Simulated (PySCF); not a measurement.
Run report: CH$_{4}$AlBrO, GW calculation

The run: GW calculation of CH$_{4}$AlBrO. Method and program: G0W0 (BP86)/3-21G, RKS (PySCF 2.14.0).

The geometry comes from this level: PBE0-D4/def2-TZVP.

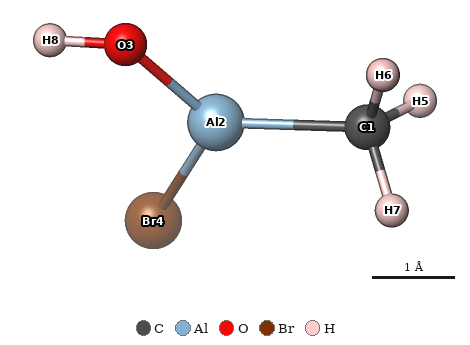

*The input geometry (ball-and-stick view, seen at a tilt; atoms are numbered from 1 in the order of the input). Sticks mark near contacts.*

Bond lengths as drawn: Al–Br 2.27 Å, Al–C 1.93 Å, Al–O 1.69 Å, C–H 1.09 Å and H–O 0.96 Å.

**Results in brief**

```csv
quantity,value
outcome,converged
total energy,−2918.362225 hartree
basis functions,61
HOMO,−6.75 eV
LUMO,−0.95 eV
dipole moment,1.12 D
hardware,"1 thread of Arm Neoverse V1, 24 GiB of memory available, shared host"
wall time,13 s
peak memory,0.37 GiB
```

**The input (run.py)**
```python
from pyscf import gto, dft, gw

mol = gto.M(
    atom='''
C    0.042800   1.297700  -0.084400
Al  -0.087700  -0.627200  -0.128500
O    0.530700  -1.567200   1.131100
Br  -1.071500  -1.702000  -1.863900
H   -0.949600   1.754600  -0.128800
H    0.541700   1.640900   0.824100
H    0.601900   1.668200  -0.948000
H    0.484100  -2.522100   1.142800
''',
    max_memory=1860,
    basis='3-21g',
    verbose=4,
    spin=0,
)

calc0 = dft.RKS(mol, xc='bp86')
calc0.conv_tol = 1e-10
calc0.grids.level = 4
calc0.kernel()
if not calc0.converged:
    calc0 = calc0.newton().run(calc0.mo_coeff, calc0.mo_occ)

e_tot = calc0.e_tot
print('E(%s) = %.9f' % ('BP86', e_tot))

nocc = mol.nelec[0]
orbs = list(range(max(0, nocc - 2), min(mol.nao, nocc + 2)))
mygw = gw.GW(calc0, freq_int='ac')
mygw.orbs = orbs
mygw.kernel()
print('orbital   mean field (eV)   quasiparticle (eV)')
for p in orbs:
    print('%4d %12.4f %12.4f' % (p + 1, calc0.mo_energy[p] * 27.211386, mygw.mo_energy[p] * 27.211386))
```

Command:
```bash
OMP_NUM_THREADS=1 python run.py
```

**What the program printed**
```
PySCF version 2.14.0

[INPUT] num. atoms = 8
[INPUT] num. electrons = 66
[INPUT] charge = 0
[INPUT] spin (= nelec alpha-beta = 2S) = 0
[INPUT] symmetry False subgroup None
[INPUT] Mole.unit = angstrom
[INPUT] Symbol           X                Y                Z      unit          X                Y                Z       unit  Magmom
[INPUT]  1 C      0.042800000000   1.297700000000  -0.084400000000 AA    0.080880278131   2.452297591848  -0.159492884913 Bohr   0.0
[INPUT]  2 Al    -0.087700000000  -0.627200000000  -0.128500000000 AA   -0.165728981124  -1.185236225327  -0.242829807007 Bohr   0.0
[INPUT]  3 O      0.530700000000  -1.567200000000   1.131100000000 AA    1.002877654307  -2.961578782418   2.137469219496 Bohr   0.0
[INPUT]  4 Br    -1.071500000000  -1.702000000000  -1.863900000000 AA   -2.024841542471  -3.216313864010  -3.522260523577 Bohr   0.0
[INPUT]  5 H     -0.949600000000   1.754600000000  -0.128800000000 AA   -1.794483927887   3.315713458162  -0.243396724844 Bohr   0.0
[INPUT]  6 H      0.541700000000   1.640900000000   0.824100000000 AA    1.023664641677   3.100851597799   1.557323299254 Bohr   0.0
[INPUT]  7 H      0.601900000000   1.668200000000  -0.948000000000 AA    1.137426154376   3.152441120999  -1.791460366088 Bohr   0.0
[INPUT]  8 H      0.484100000000  -2.522100000000   1.142800000000 AA    0.914816416902  -4.766078258766   2.159579015153 Bohr   0.0

nuclear repulsion = 290.919384814347
number of shells = 35
number of NR pGTOs = 123
number of NR cGTOs = 61
basis = 3-21g
ecp = {}

******** <class 'pyscf.dft.rks.RKS'> ********
method = RKS
initial guess = minao
damping factor = 0
level_shift factor = 0
DIIS = <class 'pyscf.scf.diis.CDIIS'>
diis_start_cycle = 1
diis_space = 8
diis_damp = 0
SCF conv_tol = 1e-10
SCF conv_tol_grad = None
SCF max_cycles = 50
direct_scf = True
direct_scf_tol = 1e-13
XC library pyscf.dft.libxc version 7.0.0
    S. Lehtola, C. Steigemann, M. J.T. Oliveira, and M. A.L. Marques.,  SoftwareX 7, 1–5 (2018)
XC functionals = bp86
    A. D. Becke.,  Phys. Rev. A 38, 3098 (1988)
    J. P. Perdew.,  Phys. Rev. B 33, 8822 (1986)
radial grids:
    Treutler-Ahlrichs [JCP 102, 346 (1995); DOI:10.1063/1.469408] (M4) radial grids

becke partition: Becke, JCP 88, 2547 (1988); DOI:10.1063/1.454033
pruning grids: <function nwchem_prune>
grids dens level: 4
symmetrized grids: False
atomic radii adjust function: <function treutler_atomic_radii_adjust>
small_rho_cutoff = 0
Set gradient conv threshold to 1e-05
Initial guess from minao.
tot grids = 178576
init E= -2915.6291948787
  HOMO = -0.350697748244607  LUMO = -0.0932255339246799  gap/eV = 7.00618
cycle= 1 E= -2918.16904234211  delta_E= -2.54  |g|= 0.949  |ddm|= 2.45
  HOMO = -0.0909370507786398  LUMO = 0.0197800544402842  gap/eV = 3.01277
cycle= 2 E= -2916.83012003401  delta_E= 1.34  |g|= 2.51  |ddm|= 3.09
  HOMO = -0.202216057398917  LUMO = -0.0312563659695031  gap/eV = 4.65205
cycle= 3 E= -2918.29597770099  delta_E= -1.47  |g|= 0.452  |ddm|=  2.7
  HOMO = -0.256102095164142  LUMO = -0.0282297969669796  gap/eV = 6.20072
cycle= 4 E= -2918.35655671616  delta_E= -0.0606  |g|= 0.144  |ddm|= 0.706
  HOMO = -0.25161912826331  LUMO = -0.0351436012233921  gap/eV = 5.89060
cycle= 5 E= -2918.36163965042  delta_E= -0.00508  |g|= 0.0425  |ddm|= 0.162
  HOMO = -0.247337276736887  LUMO = -0.0348463216918131  gap/eV = 5.78217
cycle= 6 E= -2918.36214602298  delta_E= -0.000506  |g|= 0.0169  |ddm|= 0.0602
  HOMO = -0.248132029922225  LUMO = -0.0345011149549008  gap/eV = 5.81319
cycle= 7 E= -2918.36222132097  delta_E= -7.53e-05  |g|= 0.00392  |ddm|= 0.0204
  HOMO = -0.248180837232308  LUMO = -0.0348714421898104  gap/eV = 5.80444
cycle= 8 E= -2918.36222514358  delta_E= -3.82e-06  |g|= 0.000439  |ddm|= 0.00472
  HOMO = -0.248160738310342  LUMO = -0.0348162542652064  gap/eV = 5.80540
cycle= 9 E= -2918.36222519979  delta_E= -5.62e-08  |g|= 6.62e-05  |ddm|= 0.000639
  HOMO = -0.24816881830398  LUMO = -0.0348215575572293  gap/eV = 5.80547
cycle= 10 E= -2918.36222520098  delta_E= -1.2e-09  |g|= 5.91e-06  |ddm|= 8.86e-05
  HOMO = -0.248167749758604  LUMO = -0.0348216182350098  gap/eV = 5.80544
cycle= 11 E= -2918.36222520099  delta_E= -5.91e-12  |g|= 7.52e-07  |ddm|= 1.08e-05
  HOMO = -0.248167736244428  LUMO = -0.0348216158488364  gap/eV = 5.80544
```

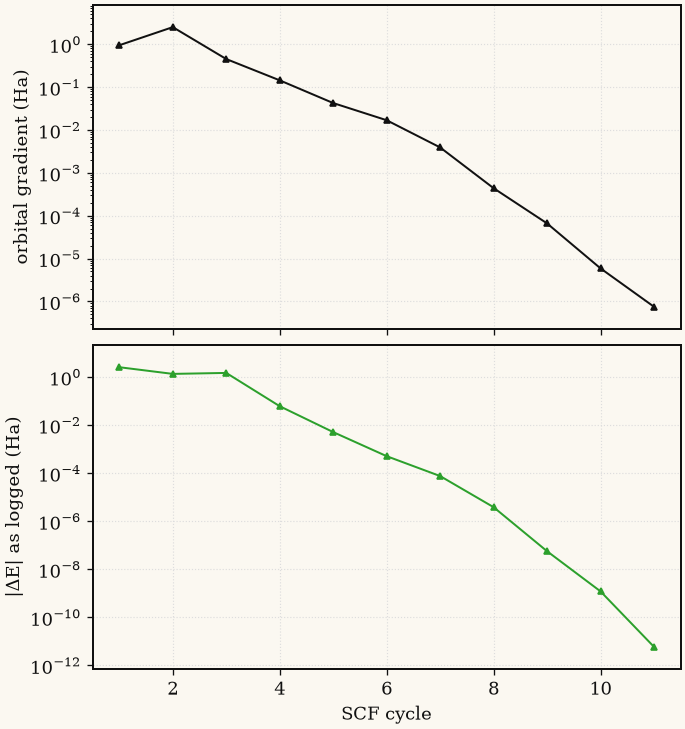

*Convergence of the self-consistent field: orbital gradient and size of the energy change against the SCF cycle.*

The residual comes down, with one marked jump up, by a factor of about 2.5, at step 2.

```
Extra cycle  E= -2918.36222520099  delta_E= -4.55e-12  |g|= 5.5e-07  |ddm|= 2.19e-06
converged SCF energy = -2918.36222520099
E(BP86) = -2918.362225201

******** <class 'pyscf.gw.gw_ac.GWAC'> ********
method = GWAC
GW nocc = 33, nvir = 28
frozen orbitals = None
off-diagonal self-energy = False
GW density matrix = False
density-fitting for exchange = False
outcore for self-energy= False
broadening parameter = 5.000e-03
number of grids = 100
analytic continuation method = pade
imaginary frequency cutoff = 5.0
Pade points = 18
Pade step ratio = 0.667
use perturbative linearized QP eqn = False
QPE max iter = 100
QPE tolerance = 1.0e-06

Starting get_sigma_diag main loop with 100 frequency points.
   0    1    2    3    4    5    6    7    8    9   10   11
  12   13   14   15   16   17   18   19   20   21   22   23
  24   25   26   27   28   29   30   31   32   33   34   35
  36   37   38   39   40   41   42   43   44   45   46   47
  48   49   50   51   52   53   54   55   56   57   58   59
  60   61   62   63   64   65   66   67   68   69   70   71
  72   73   74   75   76   77   78   79   80   81   82   83
  84   85   86   87   88   89   90   91   92   93   94   95
  96   97   98   99
Finished get_sigma_diag main loop.

WARN: GW QP energies may not be sorted from min to max

orbital   mean field (eV)   quasiparticle (eV)
  32      -6.8391      -9.1187
  33      -6.7530      -9.1490
  34      -0.9475       2.3519
  35      -0.7768       2.6961
```

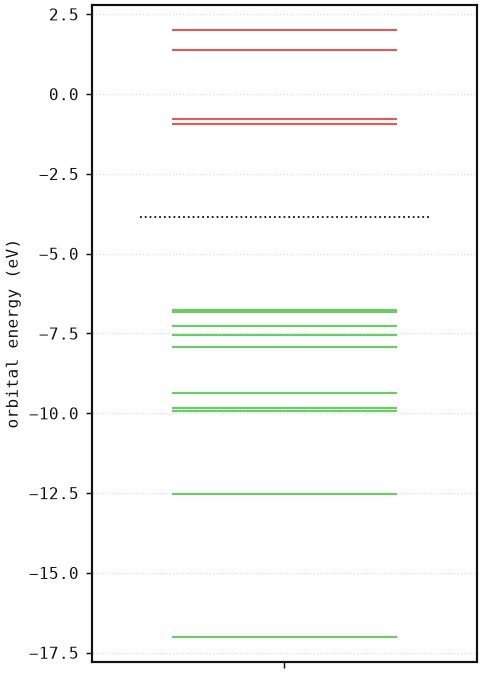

*Orbital energies near the frontier; the dotted line parts filled from empty levels, and levels within 0.02 eV of each other stand side by side.*

Highest filled −6.75 eV, lowest empty −0.95 eV, 5.80 eV apart.
